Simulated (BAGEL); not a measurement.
**CH5GaO (SMILES C[O][GaH2]): B3LYP/cc-pVDZ (density fitting with qzvpp-jkfit)**

Aim: the energy change on altering one bond length of CH5GaO at B3LYP/cc-pVDZ (density fitting with qzvpp-jkfit), from 2 runs. 

Program for the calculation: BAGEL 1.2.2.

6 further runs of the same task are left out: 6 that didn't finish. Runs told in other sessions of the task aren't counted.

**1. The structure to begin with**

CH5GaO: 8 atoms, total charge 0, spin state singlet. SMILES: `C[O][GaH2]`. Geometry: relaxed at PBE0-D4/def2-TZVP.

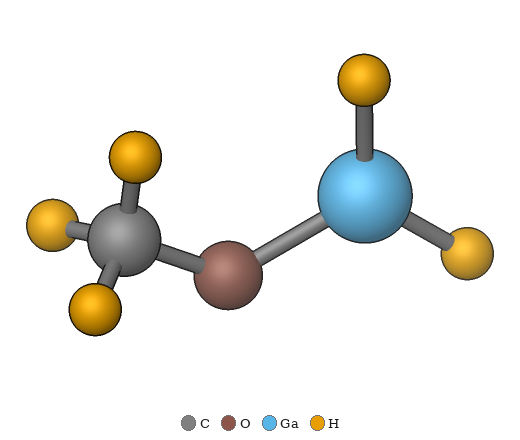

Viewed from a chosen angle; carbon grey, oxygen brown, gallium blue, hydrogen amber.

**2. A single-point energy at B3LYP/cc-pVDZ (density fitting with qzvpp-jkfit)**

Contents of dft.json:

```json
{ "bagel" : [

{
  "title" : "molecule",
  "basis" : "cc-pvdz.json",
  "df_basis" : "qzvpp-jkfit",
  "angstrom" : true,
  "geometry" : [
    { "atom" : "C", "xyz" : [   -0.616800,    0.972600,   -0.422900 ] },
    { "atom" : "O", "xyz" : [   -0.705300,   -0.273500,    0.213500 ] },
    { "atom" : "Ga", "xyz" : [    0.703200,   -1.302000,    0.579300 ] },
    { "atom" : "H", "xyz" : [   -1.200200,    0.962000,   -1.350600 ] },
    { "atom" : "H", "xyz" : [    0.414200,    1.256200,   -0.676600 ] },
    { "atom" : "H", "xyz" : [   -1.030600,    1.754200,    0.224300 ] },
    { "atom" : "H", "xyz" : [    2.093900,   -0.732800,    0.142900 ] },
    { "atom" : "H", "xyz" : [    0.341700,   -2.636700,    1.290100 ] }
  ]
},
{ "title" : "ks", "xc_func" : "b3lyp" },
{ "title" : "print", "file" : "orbitals.molden", "orbitals" : true }

]}
```

The basis set cc-pVDZ is read from a file made from the Basis Set Exchange's data (not shown).

The run is started by

```bash
$ BAGEL_NUM_THREADS=1 BAGEL dft.json > dft.out
```

Log:

```text
* using 1 threads per process

  ===============================================================
  ===============================================================

  *** Geometry ***

  { "atom" : "C", "xyz" : [     -1.165583,      1.837948,     -0.799165 ] },
  { "atom" : "O", "xyz" : [     -1.332824,     -0.516840,      0.403457 ] },
  { "atom" : "Ga", "xyz" : [      1.328855,     -2.460423,      1.094718 ] },
  { "atom" : "H", "xyz" : [     -2.268049,      1.817917,     -2.552264 ] },
  { "atom" : "H", "xyz" : [      0.782725,      2.373874,     -1.278589 ] },
  { "atom" : "H", "xyz" : [     -1.947552,      3.314958,      0.423866 ] },
  { "atom" : "H", "xyz" : [      3.956898,     -1.384791,      0.270042 ] },
  { "atom" : "H", "xyz" : [      0.645719,     -4.982641,      2.437936 ] },

  Number of auxiliary basis functions:      508

  Since a DF basis is specified, we compute 2- and 3-index integrals:
    o Being stored without compression. Storage requirement is 0.026 GB

  Number of basis functions:       80
  Number of electrons      :       50

    * METHOD: MOLECULE                             0.23

  *** Kohn-Sham DFT ***

    * Removing 13175 points whose weight is below 1.00e-10
    * Grid points: 106073

  === Nuclear Repulsion ===
   184.2549386768

       - DIIS with orbital gradients will be used.

  === KS iteration (b3lyp / cc-pvdz.json) ===
      0      -2011.63121951          0.09973875           0.41
      1      -1897.04519915          0.21477097           0.36
      2      -1976.73166318          0.11410743           0.36
      3      -2020.99502033          0.14864712           0.36
      4      -2037.34513265          0.06852535           0.35
      5      -2040.50565824          0.03804701           0.35
      6      -2037.99989090          0.05694752           0.35
      7      -2040.75801101          0.02813694           0.35
      8      -2041.17599645          0.00682491           0.35
      9      -2041.20301748          0.00234632           0.35
     10      -2041.20744345          0.00031867           0.36
     11      -2041.20750572          0.00008738           0.35
     12      -2041.20750913          0.00002794           0.34
     13      -2041.20750956          0.00000744           0.35
     14      -2041.20750959          0.00000108           0.36
     15      -2041.20750959          0.00000026           0.35
     16      -2041.20750959          0.00000009           0.36
     17      -2041.20750959          0.00000001           0.35
     18      -2041.20750959          0.00000001           0.35
    * SCF iteration converged.

    * Permanent dipole moment:
           (   -0.380207,    -0.145185,     0.113949) a.u.

    * METHOD: KS                                   7.44

    * METHOD: PRINT                                0.02

  ===============================================================
```

Wall time 8.1 s (1 thread of AMD EPYC 9B14 (Zen 4), shared host); peak memory 0.43 GiB.

**3. The distorted shape**

Contents of dft.json:

```json
{ "bagel": [

{
  "title": "molecule",
  "basis": "cc-pvdz.json",
  "df_basis": "qzvpp-jkfit",
  "angstrom": true,
  "geometry": [
    { "atom": "C", "xyz": [   -0.441795,    0.975780,   -0.144614 ] },
    { "atom": "O", "xyz": [   -0.530295,   -0.270320,    0.491786 ] },
    { "atom": "Ga", "xyz": [    0.878205,   -1.298820,    0.857586 ] },
    { "atom": "H", "xyz": [   -1.200200,    0.962000,   -1.350600 ] },
    { "atom": "H", "xyz": [    0.589205,    1.259380,   -0.398314 ] },
    { "atom": "H", "xyz": [   -0.855595,    1.757380,    0.502586 ] },
    { "atom": "H", "xyz": [    2.268905,   -0.729620,    0.421186 ] },
    { "atom": "H", "xyz": [    0.516705,   -2.633520,    1.568386 ] }
  ]
},
{ "title": "ks", "xc_func": "b3lyp" },
{ "title": "print", "file": "orbitals.molden", "orbitals": true }

]}
```

The basis set cc-pVDZ is read from a file made from the Basis Set Exchange's data (not shown).

The run is started by

```bash
$ BAGEL_NUM_THREADS=1 BAGEL dft.json > dft.out
```

Log:

```text
* using 1 threads per process

  ===============================================================
  ===============================================================

  *** Geometry ***

  { "atom" : "C", "xyz" : [     -0.834872,      1.843957,     -0.273281 ] },
  { "atom" : "O", "xyz" : [     -1.002112,     -0.510831,      0.929341 ] },
  { "atom" : "Ga", "xyz" : [      1.659567,     -2.454414,      1.620603 ] },
  { "atom" : "H", "xyz" : [     -2.268049,      1.817917,     -2.552264 ] },
  { "atom" : "H", "xyz" : [      1.113436,      2.379883,     -0.752704 ] },
  { "atom" : "H", "xyz" : [     -1.616840,      3.320967,      0.949750 ] },
  { "atom" : "H", "xyz" : [      4.287609,     -1.378782,      0.795926 ] },
  { "atom" : "H", "xyz" : [      0.976431,     -4.976632,      2.963820 ] },

  Number of auxiliary basis functions:      508

  Since a DF basis is specified, we compute 2- and 3-index integrals:
    o Being stored without compression. Storage requirement is 0.026 GB

  Number of basis functions:       80
  Number of electrons      :       50

    * METHOD: MOLECULE                             0.23

  *** Kohn-Sham DFT ***

    * Removing 12790 points whose weight is below 1.00e-10
    * Grid points: 106458

  === Nuclear Repulsion ===
   182.9524921872

       - DIIS with orbital gradients will be used.

  === KS iteration (b3lyp / cc-pvdz.json) ===
      0      -2012.02298830          0.09921362           0.39
      1      -1899.08148355          0.21000345           0.34
      2      -1977.53774829          0.11419853           0.34
      3      -2023.08318842          0.13893629           0.34
      4      -2038.51233974          0.04686420           0.34
      5      -2041.00160452          0.01689460           0.35
      6      -2041.01126275          0.01538969           0.35
      7      -2041.13415237          0.00834336           0.34
      8      -2041.16134798          0.00444073           0.34
      9      -2041.17373577          0.00117341           0.34
     10      -2041.17467199          0.00016561           0.34
     11      -2041.17468923          0.00006368           0.34
     12      -2041.17469152          0.00001446           0.34
     13      -2041.17469162          0.00000764           0.35
     14      -2041.17469164          0.00000160           0.34
     15      -2041.17469164          0.00000022           0.34
     16      -2041.17469164          0.00000020           0.34
     17      -2041.17469164          0.00000008           0.35
     18      -2041.17469164          0.00000001           0.34
    * SCF iteration converged.

    * Permanent dipole moment:
           (   -0.505382,    -0.069041,    -0.062246) a.u.

    * METHOD: KS                                   7.25

    * METHOD: PRINT                                0.02

  ===============================================================
```

Wall time 7.8 s (1 thread of AMD EPYC 9B14 (Zen 4), shared host); peak memory 0.43 GiB.

**4. What came out**

At B3LYP/cc-pVDZ (density fitting with qzvpp-jkfit):

| quantity | value |
| --- | --- |
| first shape: total energy | -2041.20751 Eh |
| first shape: dipole moment | 1.07 D |
| first shape: HOMO energy | -7.46 eV |
| first shape: LUMO energy | -1.38 eV |
| first shape: HOMO–LUMO gap | 6.08 eV |
| distorted shape: total energy | -2041.17469 Eh |
| distorted shape: dipole moment | 1.31 D |
| distorted shape: HOMO energy | -7.32 eV |
| distorted shape: LUMO energy | -1.49 eV |
| distorted shape: HOMO–LUMO gap | 5.83 eV |
| energy change with the C1–H4 bond stretched from 1.096 to 1.425 Å | 0.893 eV |

In words: With the C1–H4 bond stretched from 1.096 to 1.425 Å the energy rises by 0.89 eV (20.6 kcal/mol). The first shape isn't relaxed at this level, so the change isn't measured from a minimum.
